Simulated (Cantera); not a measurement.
Charge: 1 mol SiH₂Cl₂, 5 mol O₂, 1 mol H₂, 0.16 mol H₂O, held at 1025 K.

These are equilibrium values from Cantera (NASA tables, ideal gas, pure condensed phases), not measurements of a reactor. Candidate condensed phases: H₂O, Si, SiO₂; 30 gas species. Equilibrium is a limit: real reactors are often held back by kinetics, nucleation or transport.

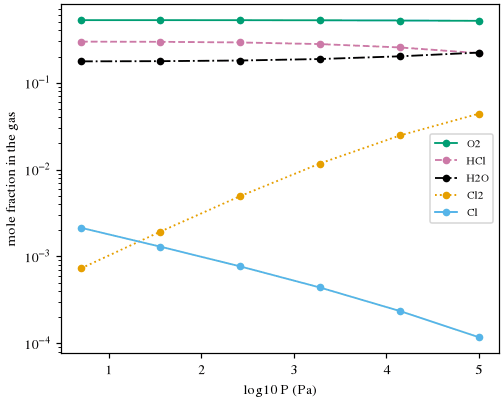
Fig. 1. Equilibrium gas composition (values under 1e-9 drawn at 1e-9)

From 5.00 Pa to 100000 Pa the condensed part is SiO₂(β-quartz).
